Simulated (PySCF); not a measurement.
C5H4ClFN (SMILES [H]/N=[C]/C=C/C(F)=C/Cl) (doublet)

```xyz
12

N    -3.3875    0.7305    0.1881
C    -2.3177    0.1734    0.1722
C    -1.1119   -0.3257    0.3959
C     0.0931    0.2302   -0.0693
C     1.3371   -0.3646    0.1593
F     1.3329   -1.5322    0.8478
C     2.5361    0.1347   -0.2535
Cl    4.0253   -0.6419    0.0608
H    -4.1113    0.6366   -0.5112
H    -1.0658   -1.2566    0.9466
H     0.0771    1.1564   -0.6184
H     2.5937    1.0585   -0.8002
```

Geometry: GFN2-xTB.

These are results of UKS B3LYP, pcH-1 on C Cl F H N, non-relativistic, mean-field spin-orbit, GIAO (PySCF 2.14.0, density-fitted response routines), not measurements.

What will maps of the electron density, electron localisation function and spin density show?

C–N (1.21 Å): the density is about 3.1 e/Å³ at the midpoint; the ELF peaks at about 0.85 between the atoms; a short, multiple covalent bond.
C–C (1.32 Å): ρ is about 2.3 e/Å³ halfway; the ELF peaks at about 0.90 between the atoms; a short, multiple covalent bond.
C–F (1.36 Å): ρ is about 2.3 e/Å³ halfway; the ELF peaks at about 0.85 between the atoms; a shared but strongly polarised pair.
C–Cl (1.71 Å): ρ is about 1.5 e/Å³ halfway; the ELF peaks at about 0.90 between the atoms, as expected for a covalent bond.
The unpaired spin (1 electron) lies mostly on C4 (about 0.3), C7 (about 0.3), C2 (about 0.2), N1 (about 0.1) and Cl8 (about 0.1), in electrons by Hirshfeld's partition.

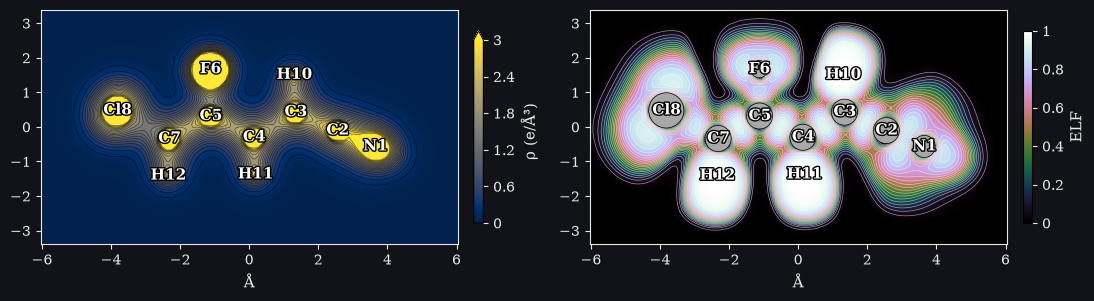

Computed electron density and electron localisation function on the plane of atoms F6, C5 and C7, in this order. Grey discs cover the atomic cores in the ELF map. 
